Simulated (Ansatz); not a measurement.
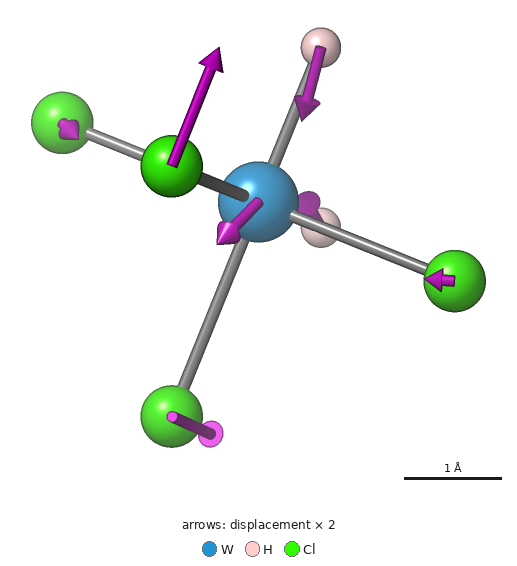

This is a relaxation of WH₂Cl₄. The starting structure is drawn; purple arrows show the displacements, magnified 2 times. The two geometries are superimposed by the best rigid fit.

Style: ball-and-stick. Shown from a free direction.

The run prepares the start of a later molecular dynamics calculation, from a guessed geometry.

These are results of RKS r2SCANh/def2-SVP (Ansatz 0.2.0), not measurements.

The input:
```yaml
crystal:
  periodic: [false, false, false]
  atoms:
    - { symbol: W, position_ang: [0.0, 0.0, 0.0] }
    - { symbol: H, position_ang: [0.0, 0.0, 1.72] }
    - { symbol: Cl, position_ang: [2.39, 0.0, 0.0] }
    - { symbol: Cl, position_ang: [0.0, 2.39, 0.0] }
    - { symbol: H, position_ang: [-1.72, 0.0, 0.0] }
    - { symbol: Cl, position_ang: [0.0, -2.39, 0.0] }
    - { symbol: Cl, position_ang: [0.0, 0.0, -2.39] }
basis:
  gaussian: { orbitals: def2-SVP }
hamiltonian:
  xc: r2scanh
relax:
  f_tol: 0.02
  max_steps: 40
```

Launched with:
```bash
ansatz run input.yaml --threads 4 --pin off --max-ram 5120MiB --backend cpu --events-out ev --progress --plain --runs-dir out
```

Atoms of which element are displaced furthest, and by how much?

Chlorine: up to 0.67 Å, against 0.41 Å for hydrogen.

What happened in the run?

The largest moves after the best rigid fit, 0.67 Å, are those of Cl3 and Cl7. By element the largest moves are Cl 0.67 Å, H 0.41 Å, W 0.41 Å. Near-neighbour distances that change, for instance: W1–Cl4 2.390 → 2.270 Å, W1–Cl3 2.390 → 2.316 Å, W1–H2 1.720 → 1.667 Å. Among the angles between lasting bonds that change: Cl3–W1–Cl7 90.0° → 138.8°, H2–W1–Cl7 180.0° → 141.2°, H2–W1–H5 90.0° → 61.2°. Over 7 geometry steps the energy falls by 1.959 eV. The largest force component goes from 2.8 to 0.016 eV/Å. Cost: 35 s on 4 threads of Arm Neoverse V2, with other jobs on the host, peak memory 0.34 GiB.
